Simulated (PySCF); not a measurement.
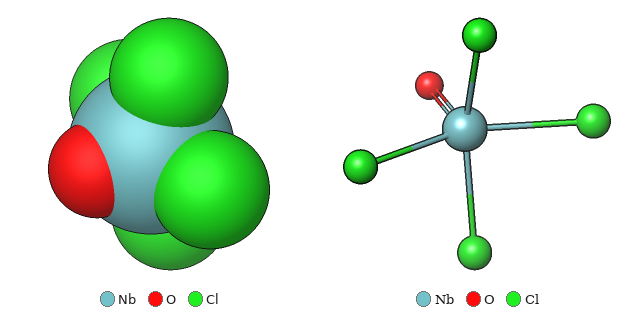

Two views of one molecule.

Charge −1, singlet. The computed structure is the end point of a PBE0-D3(BJ)/def2-SVP optimisation. No frequency run is at hand to confirm it as a minimum.

Identify the structure.

Formula NbCl₄O⁻. SMILES: `[O]=[Nb-]([Cl])([Cl])([Cl])[Cl]`. This geometry has C4v symmetry. Coordination: 1 Nb square pyramidal.

The parts below concern this one geometry. Atoms keep their numbers from picture to picture.

**Electronic properties**

No frequency run is at hand to confirm it as a minimum. Level of theory: B3LYP/def2-SVPD, gas phase, core potentials on Nb (PySCF 2.14.0).

Predict the main results.

- HOMO energy (Kohn–Sham orbital): −3.94 eV
- mean static polarisability: 116.1 bohr³

**Quadrupole coupling**

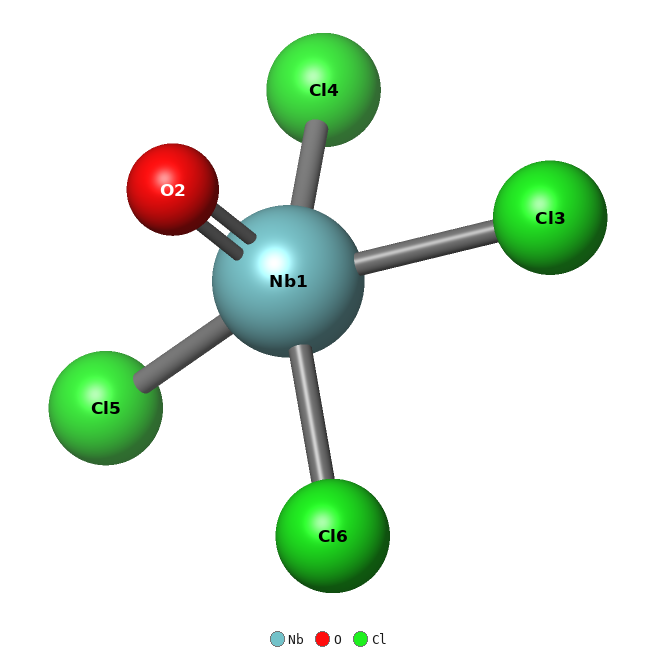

No frequency run is at hand to confirm it as a minimum. Electric field gradients from the ground-state density, PBE0/pcSseg-1 (def2-TZVP on Nb), core potentials on Nb (PySCF 2.14.0), non-relativistic apart from any core potentials.

Give the largest field-gradient component, the quadrupole coupling constant and the asymmetry for 17O at O2 (Q = −25.6 mb), 35Cl at Cl3 (Q = −81.7 mb).

| atom | V_zz (a.u.) | e²qQ/h (MHz) | η |
| --- | --- | --- | --- |
| O2 | −0.279 | 1.68 | 0.00 |
| Cl3 | 1.151 | −22.1 | 0.05 |

**Bond orders**

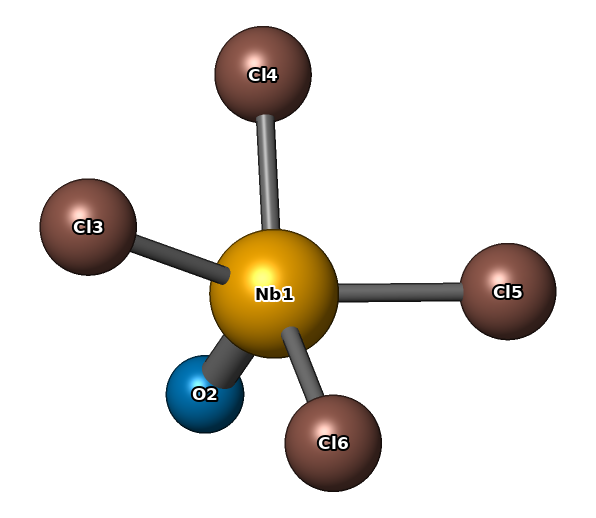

The thickness of each stick grows with its Mayer bond order. No frequency run is at hand to confirm it as a minimum. Level of theory: PBE0/pcSseg-1 (def2-TZVP on Nb), core potentials on Nb (PySCF 2.14.0).

List the Mayer bond orders of Nb1–O2, Nb1–Cl3 (one bond of each equivalent set).

```
   bond  Mayer order  length (Å)
 Nb1–O2         2.17       1.682
Nb1–Cl3         0.91       2.390
```
